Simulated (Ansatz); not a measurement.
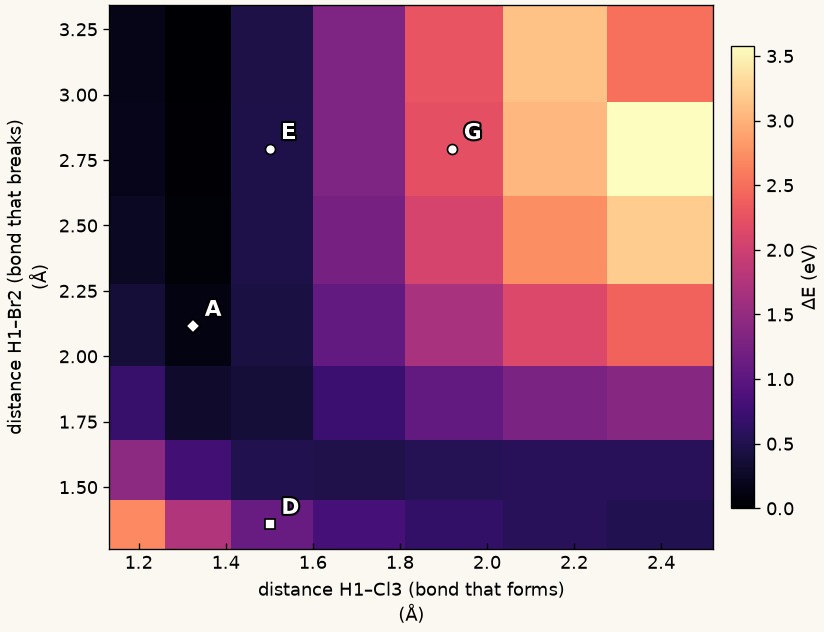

The reacting system BrClH (fragments BrH + Cl where the first distance is long, ClH + Br where the second is long), spin multiplicity 2. The first coordinate is: distance H1–Cl3 (bond that forms); the second: distance H1–Br2 (bond that breaks). Relaxed at each point: all other coordinates. The scan uses a 7 × 7 grid. Points are written as (first, second). Energies are in eV, from the lowest grid point. Energies and slopes of some neighbouring points disagree (a jump in structure or state, or too coarse a mesh). All numbers below come from UKS B3LYP-D4/def2-SVP in Ansatz 0.2.0.

Drawn: one coloured cell a grid point, lettered points.

Q: Rank the lettered points by energy, lowest first.

A: A (0.12 eV), E (0.47 eV), D (1.12 eV), G (2.22 eV).
